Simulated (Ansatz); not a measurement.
## Ta2N2: one change and its effect

System: Ta2N2, multiplicity 5.
Method of the first run: UKS r2SCAN-D4/def2-TZVP (Ansatz 0.2.0).

The geometry: r2SCAN-D4/def2-TZVP start. Text and figures count atoms from 1; the logs count them from 0 in places.

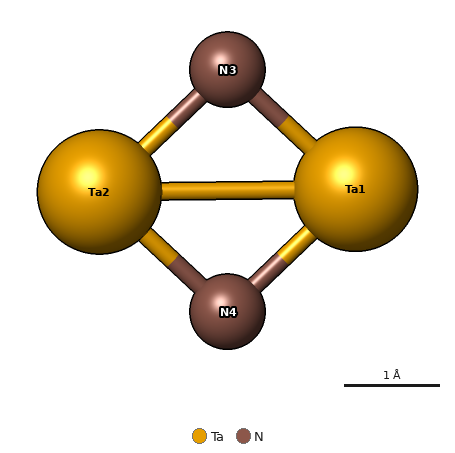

Figure 1. The starting structure (ball-and-stick view, seen on its broad side; atoms are numbered from 1 in the order of the input). Sticks mark near contacts. Bond lengths as drawn: N–Ta 1.86 Å and Ta–Ta 2.71 Å.

### The input, the first run
```yaml
crystal:
  periodic: [false, false, false]
  atoms:
    - {symbol: Ta, position_ang: [1.352859, 0.013257, -0.058950]}
    - {symbol: Ta, position_ang: [-1.352814, -0.013334, 0.059941]}
    - {symbol: N, position_ang: [-0.008548, 1.277373, 0.092082]}
    - {symbol: N, position_ang: [0.008503, -1.277306, -0.093083]}
basis:
  gaussian: {orbitals: def2-TZVP}
magnetization: {spin_polarized: true, initial_magnetization: 4}
hamiltonian: {xc: r2scan, dispersion: d4}
scf: {lower_state_search: "off"}
output: {orbitals: {seedname: orbitals}}
relax: {f_tol: 0.02, max_steps: 100}
```

Command:
```bash
ansatz run in.yaml --threads 4 --pin off --events-out ev --progress --plain --max-ram 3916MiB
```

Hardware: 4 threads of Arm Neoverse V2, 23 GiB of memory available, shared host.

### Output, shortened to warnings, some set-up lines, iterations and results (the first run)
```
[...]
mean field evaluation 1: about -6043.5939 eV, gradient 9.3e1 eV
mean field evaluation 2: about -5730.0975 eV, gradient 2.2e2 eV
mean field evaluation 4: about -6081.2541 eV, gradient 1.8e1 eV
mean field evaluation 8: about -6082.7676 eV, gradient 2.3e0 eV
mean field evaluation 16: about -6082.7945 eV, gradient 6.8e-2 eV
mean field evaluation 32: about -6082.7945 eV, gradient 7.1e-5 eV
relax step   1: F+E_penalty+E_count = -6082.82258502 eV  Δ(F+E_penalty+E_count) = +0.000e0 eV  max|allowed force component| = 2.443e0 eV/Å  Δτ_max = 0.0000 Å  (40 SCF iters, …
relax step   2: F+E_penalty+E_count = -6082.59090091 eV  Δ(F+E_penalty+E_count) = +2.317e-1 eV  max|allowed force component| = 2.589e0 eV/Å  Δτ_max = 0.1151 Å  (46 SCF iters, …
relax step   3: F+E_penalty+E_count = -6082.91377800 eV  Δ(F+E_penalty+E_count) = -9.119e-2 eV  max|allowed force component| = 3.710e-1 eV/Å  Δτ_max = 0.0461 Å  (40 SCF …
mean field evaluation 64: about -6082.8896 eV, gradient 1.0e-1 eV
relax step   4: F+E_penalty+E_count = -6082.91751576 eV  Δ(F+E_penalty+E_count) = -3.738e-3 eV  max|allowed force component| = 5.739e-2 eV/Å  Δτ_max = 0.0082 Å  (31 SCF …
relax step   5: F+E_penalty+E_count = -6082.91760721 eV  Δ(F+E_penalty+E_count) = -9.144e-5 eV  max|allowed force component| = 8.512e-4 eV/Å  Δτ_max = 0.0016 Å  (33 SCF …
Total energy: -6082.91762739 eV, -223.5430996571 hartree
Atom 0 at     1.394177     0.013714    -0.061258 Å, force    -0.000767     0.000050    -0.000004 eV/Å
Atom 1 at    -1.394176    -0.013720     0.061263 Å, force     0.000763    -0.000044    -0.000079 eV/Å
Atom 2 at    -0.008436     1.266323     0.091776 Å, force     0.000057     0.000845     0.000100 eV/Å
Atom 3 at     0.008435    -1.266327    -0.091791 Å, force    -0.000053    -0.000851    -0.000017 eV/Å
Dipole moment:     0.000000    -0.000001     0.000007 e Å
Checks for a lower state left out: stability, starts, cluster_reference, orbital_swaps, neighbouring_geometries, increment
```

The second run used a changed input.

### The two runs side by side

```tsv
quantity	the first run	the second run
outcome	converged	converged
total energy (hartree)	−223.543100	−223.546953
HOMO (eV)	−3.44	−3.83
LUMO (eV)	−2.94	−3.23
dipole moment (D)	0.00	1.61
⟨S²⟩	6.088	2.510
largest force (eV/Å)	0.001	0.001
basis functions	142	142
wall time (shared host)	21 s	40 s
```

Which change of the input explains these differences?

The change (lines with − go, lines with + come):
```diff
-magnetization: {spin_polarized: true, initial_magnetization: 4}
+magnetization: {spin_polarized: true, initial_magnetization: 2}
```

With the same method and basis, the second run lies 2.4 kcal/mol lower. The HOMO goes from −3.44 to −3.83 eV. The LUMO goes from −2.94 to −3.23 eV. The dipole moment goes from 0.00 to 1.61 D. On the same kind of shared host the second run took about 1.9 times as long.

### Output, shortened to warnings, some set-up lines, iterations and results (the second run)
```
WARN: the results are in doubt because the forces break the atoms' symmetry
[...]
mean field evaluation 1: about -6047.5138 eV, gradient 9.0e1 eV
mean field evaluation 2: about -5735.2584 eV, gradient 2.1e2 eV
mean field evaluation 4: about -6082.5107 eV, gradient 1.0e1 eV
mean field evaluation 8: about -6082.8664 eV, gradient 1.3e0 eV
mean field evaluation 16: about -6082.8671 eV, gradient 4.3e-2 eV
mean field evaluation 32: about -6082.8675 eV, gradient 4.2e-4 eV
mean field evaluation 64: about -6082.9308 eV, gradient 2.6e-6 eV
relax step   1: F+E_penalty+E_count = -6082.95886318 eV  Δ(F+E_penalty+E_count) = +0.000e0 eV  max|allowed force component| = 1.080e0 eV/Å  Δτ_max = 0.0000 Å  (210 SCF iters, …
relax step   2: F+E_penalty+E_count = -6082.99467718 eV  Δ(F+E_penalty+E_count) = -3.581e-2 eV  max|allowed force component| = 5.187e-1 eV/Å  Δτ_max = 0.0363 Å  (63 SCF …
relax step   3: F+E_penalty+E_count = -6083.01872116 eV  Δ(F+E_penalty+E_count) = -2.404e-2 eV  max|allowed force component| = 2.556e-1 eV/Å  Δτ_max = 0.0202 Å  (52 SCF …
mean field evaluation 96: about -6082.9944 eV, gradient 2.1e-6 eV
relax step   4: F+E_penalty+E_count = -6083.02235968 eV  Δ(F+E_penalty+E_count) = -3.639e-3 eV  max|allowed force component| = 2.604e-2 eV/Å  Δτ_max = 0.0083 Å  (44 SCF …
relax step   5: F+E_penalty+E_count = -6083.02243624 eV  Δ(F+E_penalty+E_count) = -7.656e-5 eV  max|allowed force component| = 9.544e-3 eV/Å  Δτ_max = 0.0015 Å  (46 SCF …
relax step   6: F+E_penalty+E_count = -6083.02246454 eV  Δ(F+E_penalty+E_count) = -2.830e-5 eV  max|allowed force component| = 1.206e-3 eV/Å  Δτ_max = 0.0020 Å  (46 SCF …
Total energy: -6083.02248576 eV, -223.5469531310 hartree
Atom 0 at     1.371176    -0.015756    -0.041414 Å, force    -0.000143     0.001155    -0.000223 eV/Å
Atom 1 at    -1.359795     0.011606     0.082312 Å, force     0.000553    -0.000759    -0.000411 eV/Å
Atom 2 at    -0.043963     1.287592     0.074026 Å, force     0.000796     0.000297     0.000313 eV/Å
Atom 3 at     0.032583    -1.283451    -0.114934 Å, force    -0.001206    -0.000692     0.000320 eV/Å
Dipole moment:     0.320838     0.079493    -0.050249 e Å
Checks for a lower state left out: stability, starts, cluster_reference, orbital_swaps, neighbouring_geometries, increment
```

For the second run: ⟨S²⟩ is 2.51 against 2.00 for a pure state: the solution is spin-contaminated.
